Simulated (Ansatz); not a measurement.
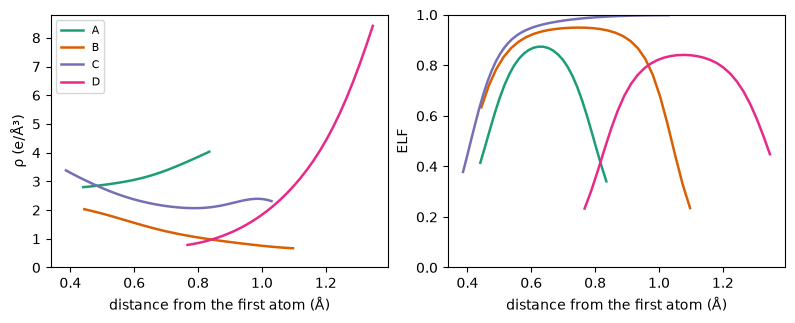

The picture shows: CH₂FNSi (SMILES N=C=[SiH]F). Electron density and ELF along straight lines between neighbouring atoms. The curves leave out the atomic cores.

All numbers below come from Ansatz 0.2.0, RKS PBE/def2-SVP.

```xyz
6

N     1.5915   -0.1244   -0.7538
C     0.5179   -0.0301   -0.1933
Si   -1.2964    0.4083   -0.1278
F    -2.0770   -1.0201    0.1888
H     2.4896   -0.3780   -0.3181
H    -1.2256    1.1443    1.2042
```

Question: Which curve belongs to which contact (C–N, C–Si, N–H and Si–F)? The first atom named is at distance zero.

Answer: Curve A: C–N (1.21 Å): ρ at the midpoint is about 3.1 e/Å³; the ELF peaks at about 0.85 between the atoms; a short, multiple covalent bond. Curve B: C–Si (1.87 Å): the density is about 0.84 e/Å³ at the midpoint; the ELF peaks at about 0.95 between the atoms: localised, covalent bonding. Curve C: N–H (1.03 Å): ρ at the midpoint is about 2.7 e/Å³; the ELF climbs to about 1 towards the hydrogen, as it does in any bond to H (a covalent bond by its length). Curve D: Si–F (1.66 Å): ρ at the midpoint is about 0.93 e/Å³; the ELF peaks at about 0.85 in the valence shell of F, 0.6 Å from its nucleus, and is about 0.45 at the midpoint.
